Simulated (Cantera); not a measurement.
Charge: 1 mol PbS, 1200 mol H2, 0.45 mol N2, 1.5 mol NH3, held at 860000 Pa.

Cantera equilibrium calculation (NASA polynomials, part measured and part estimated; ideal gas, pure solids and liquids). Candidate condensed phases: Pb, PbS, S; 18 gas species. Kinetics and transport are ignored.

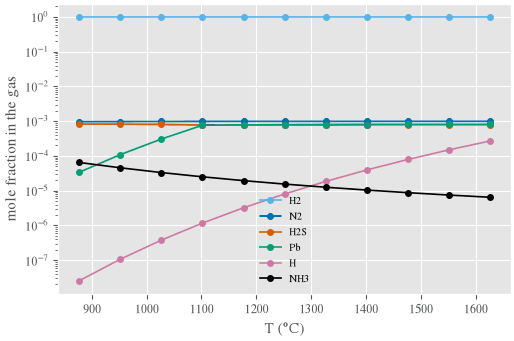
*Equilibrium gas composition (values under 1e-9 drawn at 1e-9)*

Question: Read off the mole fractions at 1027 °C.

Answer: H2 about 1.00, N2 about 0.00098, H2S about 0.00080, Pb about 0.00031, NH3 about 3.3e-5, H about 3.8e-7.
